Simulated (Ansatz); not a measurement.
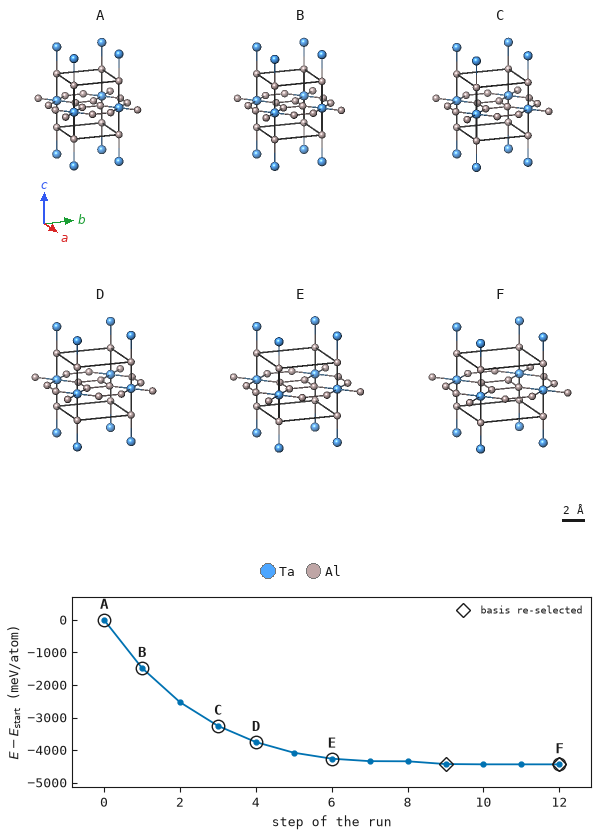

Frames of a relaxation of solid TaAl₅ (a generated structure, set up in P4/mmm) (coarse preliminary run), marked on the history of the run. Style: ball-and-stick. Shown: the cell of the calculation, slightly off an axis.

Level of theory: DFT PBE, scalar-relativistic, plane waves, PAW (Ansatz 0.2.0).

The input:
```yaml
crystal:
  lattice:
    - [4.54853978, 0.0, 0.0]
    - [0.0, 4.54853978, 0.0]
    - [0.0, 0.0, 5.25142127]
  atoms:
    - { symbol: Ta, position: [0.0, 0.0, 0.5] }
    - { symbol: Al, position: [0.70096638, 0.70096638, 0.5] }
    - { symbol: Al, position: [0.29903362, 0.29903362, 0.5] }
    - { symbol: Al, position: [0.29903362, 0.70096638, 0.5] }
    - { symbol: Al, position: [0.70096638, 0.29903362, 0.5] }
    - { symbol: Al, position: [0.0, 0.0, 0.0] }
basis:
  ecutwfc: 420
kpoints:
  mp_grid: { grid: [4, 4, 4] }
hamiltonian:
  xc: pbe
scf:
  occupations: { method: gaussian, width: 0.1 }
  lower_state_search: "off"
output:
  forces: true
  stress: true
  eigenvalues: true
relax:
  adjacent_minimum: "off"
  f_tol: 0.04
  max_steps: 70
  cell: { stress_tol: 0.4 }
```

Run as
```bash
ansatz run input.yaml --threads 1 --pin off --max-ram 2560MiB --backend cpu --events-out ev --progress --plain --runs-dir out
```

> What happens along the run?

After 10 accepted moves (12 points after the start) the energy has fallen by 4439 meV per atom. Largest force component: 4.1 eV/Å at the start, 0.0015 eV/Å at the end. Pressure: 98.29 GPa at the start and −0.01 GPa at the end. At 2 points the geometry stayed and the basis and grid were re-selected for the new cell (energy shift of 84.9 meV per atom at most each time). The largest moves relative to the cell, 0.13 Å, are those of Al2, Al3, Al4 and Al5. Al2 goes along [1 1 0]. Ta stays in place. The drawn cell changes as follows: a = b 4.549 → 6.323 Å (+39.0 %), c 5.251 → 5.170 Å (−1.5 %); the volume changes by +90.3 %. Among the contacts that change: Al2–Al4 1.828 → 2.732 Å, Ta1–Al2 1.924 → 2.539 Å, Ta1–Al6 2.626 → 2.585 Å. The space group stays P4/mmm (No. 123). From step 0 to 1: Al atoms move most (0.02 Å), volume +9.8 %, energy −1479 meV per atom. From step 1 to 3: Al atoms move most (0.04 Å), volume +18.8 %, energy −1776 meV per atom. From step 3 to 4: volume +8.3 %, energy −499 meV per atom. From step 4 to 6: Al atoms move most (0.02 Å), volume +17.6 %, energy −511 meV per atom. From step 6 to 12: Al atoms move most (0.03 Å), volume +14.4 %, energy −174 meV per atom.

```tsv
step	E − E(0), meV/atom	largest force component, eV/Å	pressure, GPa	volume, Å³/atom	note
0	0.00	4.0935	98.29	18.108	
1	-1479.11	2.3051	68.02	19.882	
2	-2528.26	1.0036	46.28	21.721	
3	-3255.26	0.3941	31.02	23.625	
4	-3754.35	0.2011	20.15	25.595	
5	-4080.98	0.0281	11.46	27.891	
6	-4265.04	0.0975	5.39	30.112	
7	-4340.39	0.0599	1.12	32.218	
8	-4344.92	0.0040	-0.10	32.990	
9	-4429.79	0.0403	1.60	32.990	same geometry, new basis
10	-4438.35	0.0023	0.30	34.144	
11	-4438.64	0.0012	-0.01	34.456	
12	-4438.94	0.0015	-0.01	34.456	same geometry, new basis
```
